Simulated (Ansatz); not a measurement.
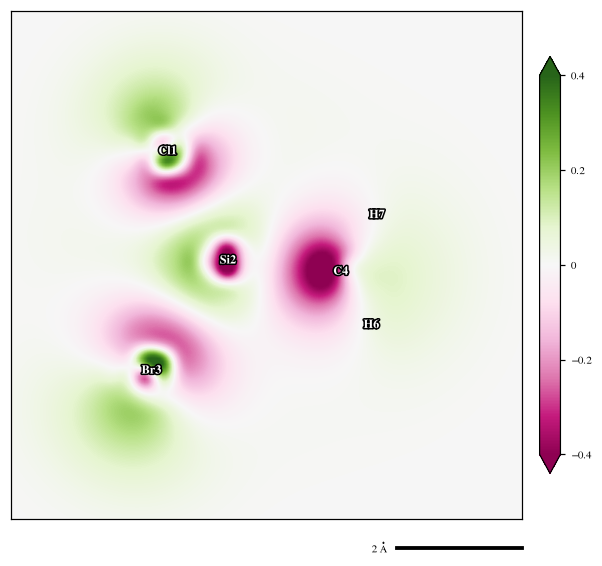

Figure 1: CH₂BrClSSi. The LUMO on the plane of atoms Cl1, Si2 and Br3 (values in Å⁻³ᐟ²; the overall sign is arbitrary).

Computed with Ansatz, SCF cam_b3lyp, Gaussian basis.

The calculation's input:

```
crystal:
  periodic: [false, false, false]
  atoms:
    - { symbol: Cl, position_ang: [-1.6988, -1.789, -0.6146] }
    - { symbol: Si, position_ang: [-0.1124, -0.8166, 0.1031] }
    - { symbol: Br, position_ang: [1.6018, -2.0249, 0.5508] }
    - { symbol: C, position_ang: [0.0337, 0.9838, 0.1859] }
    - { symbol: S, position_ang: [0.5095, 0.6589, -1.4062] }
    - { symbol: H, position_ang: [0.6885, 1.4215, 0.8652] }
    - { symbol: H, position_ang: [-0.961, 1.4984, 0.2702] }
basis:
  gaussian:
    orbitals: def2-SVP
hamiltonian:
  xc: cam_b3lyp
output:
  orbitals: {}
```

Launched as:

```sh
python energy.py
```

What is the character of this orbital?

Answer. It lies mainly on Si2 (about 45 %), Br3 (about 20 %), Cl1 (about 15 %) and C4 (about 10 %). Its energy is −0.63 eV.
